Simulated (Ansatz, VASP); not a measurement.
# SrTiSi in two plane-wave programs

Wanted: the spread between two codes on one cell, functional and k mesh. The cell is invented: As first built, before any earlier steps moved the atoms: it takes the SrSiGe structure with some of its atoms replaced by other elements, volume scaled by an estimate. It may not be a known or stable phase. The cell comes out of the VASP series on this material, whose earlier steps may have relaxed, scaled or displaced it; both programs get it as it stands.

Program: Ansatz 0.2.0. Level of theory: plane waves, with VASP 6.6.1 beside it; relaxation of cell and atoms at PBEsol with D4. Results are calculated unless marked as measured.

**1. The starting structure**

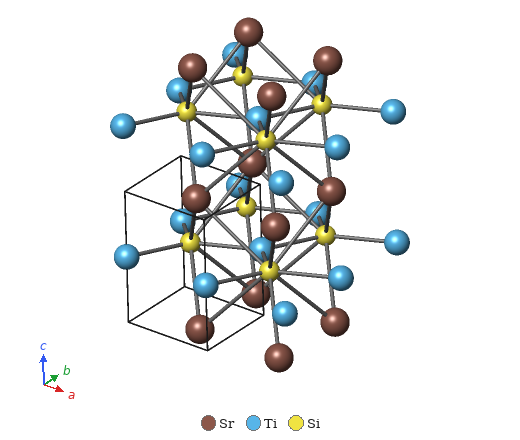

The cell as given, slightly off an axis (strontium brown, titanium blue, silicon yellow). 2×2×2 cells are drawn. Bonds to atoms that aren't drawn are left out. Some periodic images of atoms are drawn too.

**2. Ansatz: relaxation of cell and atoms, PBEsol with D4**

Ansatz runs on its default PAW (the set named soft_2) files.

The relaxed volume is the usual yardstick between codes: its relative difference is about their pressure difference at one cell divided by the bulk modulus.

input.yaml reads:

```yaml
crystal:
  lattice:
    - [4.3846981699, -4.25e-08, 0.0]
    - [-2.1923496586, 3.7972599683, 0.0]
    - [0.0, 0.0, 4.3917375257]
  atoms:
    - { symbol: Sr, position: [0.66666667, 0.33333333, 0.0] }
    - { symbol: Ti, position: [0.0, 0.0, 0.5] }
    - { symbol: Si, position: [0.33333333, 0.66666667, 0.5] }
hamiltonian:
  xc: pbesol
  pseudopotentials: { kind: paw }
  dispersion: d4
kpoints:
  mp_grid: { grid: [7, 7, 6] }
scf:
  occupations: { method: methfessel_paxton, width: 0.2 }
relax:
  f_tol: 0.01
  max_steps: 60
  cell: { stress_tol: 0.05 }
output:
  forces: true
  stress: true
```

Started as:

```bash
> ansatz run input.yaml --threads 4 --pin off --max-ram 9216MiB --backend cpu --events-out ev --progress --plain --runs-dir out
```

Numbers of over 12 decimals in the logs are rounded to 6 here.

The log of the run:

```text
Warning: the atoms were moved onto the symmetric positions of the space group found under crystal.symmetry.tolerance 1.0e-5 (fractional; no operation is sought that the atoms, as they stand in a round, miss by more than twice it, and no atom is moved by as much as it), and the run uses the moved positions. Before a round's move an operation carried an atom to 4.38e-8 Å from where it should land, the largest such dist [...]
Engine: ansatz 0.2.0, aarch64-unknown-linux-gnu
Pseudopotentials: kind: paw
Pseudopotential: Sr, paw, valence charge 10, recommended cutoff 420 eV (normal), Sr.paw.azcp
Pseudopotential: Ti, paw, valence charge 12, recommended cutoff 420 eV (normal), Ti.paw.azcp
Pseudopotential: Si, paw, valence charge 4, recommended cutoff 420 eV (normal), Si.paw.azcp
Functional definition: PBEsol
  exchange = pbesol_x
  correlation = pbesol_c
Crystal: 3 atoms, lattice volume = 73.122 Å³
Basis set: ecut = 420 eV, 1497 PW (Γ), exchange–correlation on 60×60×60 points (8 copies of the dense FFT grid, shifted against one another)
Bands: 17, of which v1, the nominal top of the filled ones, is band 13 counted from 1 (12 counted from 0)
Symmetry: 12 space group operations
Space group: P-6m2 (ITA 187), of the structure as read, at distance tolerance 4.2e-5 Å
k-points: 32 of 294 (time reversal used)
Non-local potential: Sr, projectors of the file, l = 0: 3, l = 1: 2, l = 2: 2
Non-local potential: Ti, projectors of the file, l = 0: 3, l = 1: 2, l = 2: 3, l = 3: 1
Non-local potential: Si, projectors of the file, l = 0: 2, l = 1: 2, l = 2: 2
PAW form: soft (Blöchl's): semilocal exchange-correlation on the pseudo side does not see the compensation charge
PAW frozen core: Sr, regenerated for the run's functional, and the local potential with it (the file was generated under x = pbe(κ = 0.804, μ = 0.219515), c = pbe(β = 0.066725))
PAW frozen core: Ti, regenerated for the run's functional, and the local potential with it (the file was generated under x = pbe(κ = 0.804, μ = 0.219515), c = pbe(β = 0.066725))
PAW frozen core: Si, regenerated for the run's functional, and the local potential with it (the file was generated under x = pbe(κ = 0.804, μ = 0.219515), c = pbe(β = 0.066725))
PAW one-centre angular grid: Sr, 110 points (default); XC on 64 Gauss nodes
PAW one-centre angular grid: Ti, 590 points (default); XC on 64 Gauss nodes
PAW one-centre angular grid: Si, 110 points (default); XC on 64 Gauss nodes
Initial density: superposition of atomic densities (neutral atoms: chi_scale 0, normalization atom), corrected by the library's trained network
Initial wavefunctions: pseudopotential atomic-orbital guess
Functional: x = pbesol(κ = 0.804, μ = 0.123457), c = pbesol(β = 0.046)
SCF iter   1: F=—  HF=-6587.961131 eV  |F-HF|=—  |Δ(HF+E_count)|=         —  Δρ=1.13e-2  dr2=1.53e-1  ethr=1.77e-3  ⟨swp⟩=6.6  Hψ=3371  notcnv=0
preconditioner: auto → Kerker (q_TF=auto, 2.296 Å⁻¹)  [metal: Δε(μ)=0.021 eV  Ē_g=9.035 eV  σ=0.200 eV  W_gap=0.09  n_scr=20 (ndim 8)  ℏωp=17.4 eV  f_vac=0.000  D(μ)=4.32/eV (n_scr^D=40)]
SCF iter   2: F=—  HF=-6587.946523 eV  |F-HF|=—  |Δ(HF+E_count)|=   1.46e-2  S|Δr|=    0.00e0  Δρ=5.23e-3  dr2=3.56e-2  ethr=5.87e-4  ⟨swp⟩=1.1  Hψ=802  notcnv=0
SCF iter   3: F=—  HF=-6587.942154 eV  |F-HF|=—  |Δ(HF+E_count)|=   4.37e-3  S|Δr|=    0.00e0  Δρ=7.73e-4  dr2=7.74e-4  ethr=1.37e-4  ⟨swp⟩=2.0  Hψ=642  notcnv=0
SCF iter   4: F=—  HF=-6587.942016 eV  |F-HF|=—  |Δ(HF+E_count)|=   1.38e-4  S|Δr|=    0.00e0  Δρ=2.11e-4  dr2=7.92e-5  ethr=2.98e-6  ⟨swp⟩=2.4  Hψ=776  notcnv=0
SCF iter   5: F=—  HF=-6587.942009 eV  |F-HF|=—  |Δ(HF+E_count)|=   7.65e-6  S|Δr|=    0.00e0  Δρ=7.02e-5  dr2=3.35e-6  ethr=3.05e-7  ⟨swp⟩=2.1  Hψ=680  notcnv=0
SCF iter   6: F=—  HF=-6587.942009 eV  |F-HF|=—  |Δ(HF+E_count)|=   1.37e-8  S|Δr|=    0.00e0  Δρ=4.21e-5  dr2=8.23e-7  ethr=1.29e-8  ⟨swp⟩=2.2  Hψ=976  notcnv=0
SCF iter   7: F=-6587.942008 eV  HF=-6587.942008 eV  |F-HF|=5.49e-9  |Δ(HF+E_count)|=   2.02e-7  S|Δr|=    0.00e0  Δρ=5.94e-6  dr2=2.33e-8  ethr=3.85e-10  ⟨swp⟩=3.2  Hψ=2341  notcnv=0
SCF 1 converged in 7 iterations: F = -6587.942008 eV  dr2 = 2.33e-8
  greatest PAW one-centre occupation: 0.999 electrons in one spin orbital (limit 2), on the Ti atom at site 1 (counted from 0), in its partial waves of l = 0
relax step   1: F+E_penalty+E_count = -6587.94200835 eV  Δ(F+E_penalty+E_count) = +0.000e0 eV  max|allowed force component| = 4.318e-17 eV/Å  Δτ_max = 0.0000 Å  P = +0.155 GPa  Ω = 73.122 Å³  (7 SCF iters, dr2 threshold 1.00e-7 eV, accepted)
[...]
relax step   2: F+E_penalty+E_count = -6587.94390735 eV  Δ(F+E_penalty+E_count) = -1.899e-3 eV  max|allowed force component| = 7.556e-17 eV/Å  Δτ_max = 0.0000 Å  P = +0.061 GPa  Ω = 73.556 Å³  energy of the carried Pulay correction = -2.957e-5 eV  (5 SCF iters, dr2 threshold 3.00e-7 eV, accepted)
[...]
relax step   3: F+E_penalty+E_count = -6587.94451153 eV  Δ(F+E_penalty+E_count) = -6.042e-4 eV  max|allowed force component| = 2.467e-17 eV/Å  Δτ_max = 0.0000 Å  P = +0.041 GPa  Ω = 73.902 Å³  energy of the carried Pulay correction = -5.304e-5 eV  (5 SCF iters, dr2 threshold 2.20e-7 eV, accepted)
[...]
relax step   4: F+E_penalty+E_count = -6587.94457772 eV  Δ(F+E_penalty+E_count) = -6.619e-5 eV  max|allowed force component| = 5.551e-17 eV/Å  Δτ_max = 0.0000 Å  P = +0.043 GPa  Ω = 73.902 Å³  stress off target by 4.73e-2 GPa  SCF on the basis re-selected at this cell (its energy is not comparable with the rows above)  (5 SCF iters)
basis re-selected at this cell: Δ(F+E_penalty+E_count) = -6.619e-5 eV, ΔP = +0.002 GPa vs the last step (what re-selecting the basis moved, of the pressure what is left beyond the Pulay correction that the steps carried, after the strain that the cell walked since its last selection, with what the two solves' SCF thresholds leave and, on support functions, any second-order correction that the steps lacked; it is no m [...]
SCF converged after 5 iterations
Stability not checked: this state was not tested for a lower state beside it, because cold or Methfessel-Paxton smearing, or corrected tetrahedra, fill the levels in a way that the test cannot read (fill_not_monotonic; see scf.lower_state_search)
Free energy (F): -6587.944578 eV
Harris-Foulkes:  -6587.944578 eV  (|F-HF|=1.09e-11)
Internal energy: -6587.952739 eV  (E = F + TS)
E sigma→0 (E₀):  -6587.946618 eV
Entropy (-TS):   0.008162 eV (2.721 meV/atom)
Fermi energy:    8.540697 eV
Step filling:    the computed levels leave a gap of 0.0077 eV = 0.0 smearing widths at the electron count; against every level under it full and every level over it empty, smearing changes F+E_penalty+E_count by +1.695 meV and its σ→0 estimate by -0.346 meV
--- Per-component energies (eV) ---
  E_band       = -290.518703
  E_kinetic    = 557.286995
  E_local      = -1810.992096  (includes V_loc(G=0)·N_el)
  E_nonlocal   = 241.029405
  E_hartree    = 633.064143
  E_xc         = -322.163947
  E_vxc        = -328.668632  (∫ρ·V_xc dr)
  E_paw        = -4166.453718  (= ΣΔE_a)
  E_vpaw       = -215.302792  (= ΣTr[D̂ρ^β])
  E_aug_tail   = 0.000111  (compensation charges beyond the density's cutoff)
  E_ewald      = -1719.672440
  E_disp       = -0.356485  (pairwise vdW)
  E_core_change = 0.305292  (= ΣΔE_core)
  E_smearing   = 0.008162  (= −TS)
  E_closure    = 0.000000  (closes the sum)
  Σ components = -6587.944578   (vs F -6587.944578, Δ=0.00e0)
--- Forces (eV/Å), atoms counted from 1 ---
  atom   1  Sr     0.00000000    -0.00000000     0.00000000
  atom   2  Ti     0.00000000    -0.00000000     0.00000000
  atom   3  Si     0.00000000    -0.00000000     0.00000000
  max |Σ_I F_I| component: 2.22e-16 eV/Å
--- Stress (GPa, compression-positive) ---
        0.047263       0.000000       0.000000
        0.000000       0.047263      -0.000000
        0.000000      -0.000000       0.033286
  P = ⅓ Tr σ = 0.0426 GPa (0.426 kbar)
--- Relaxed structure (3 steps of the walk, 3 accepted, 1 SCFs on fresh bases) ---
  F+E_penalty+E_count = -6587.94457772 eV   max|allowed force component| = 5.551e-17 eV/Å   (the final SCF, on the basis selected at the relaxed cell)
  cell:  # Å, volume = 73.9025 Å³
    - [4.370516, 3.0894444456844586e-7, -1.1369059055584832e-18]
    - [-2.185258, 3.784977, 5.684530223782205e-19]
    - [-1.1387311445359833e-18, 0, 4.467483]
  atoms:
    - { symbol: Sr, position: [0.666667, 0.333333, 0] }
    - { symbol: Ti, position: [0, 0, 0.500000] }
    - { symbol: Si, position: [0.333333, 0.666667, 0.500000] }
```

The job ended after 5.2 s (4 threads of Arm Neoverse V1, shared host; peak memory 0.42 GiB).

(Part 1 of 2 ends here.)

[Lines on the potential files, build, host, timing and source positions are cut from VASP's logs without a mark.]

[Logs are printed without paths, hosts, clocks, repeated set-up lines and the standing remarks that a program may print on its own settings, such as how far it seeks lower states.]

[Hosts, paths, dates, database ids (printed as entryN), source tags and the programs' standing remarks are cut or masked in the printed files.]
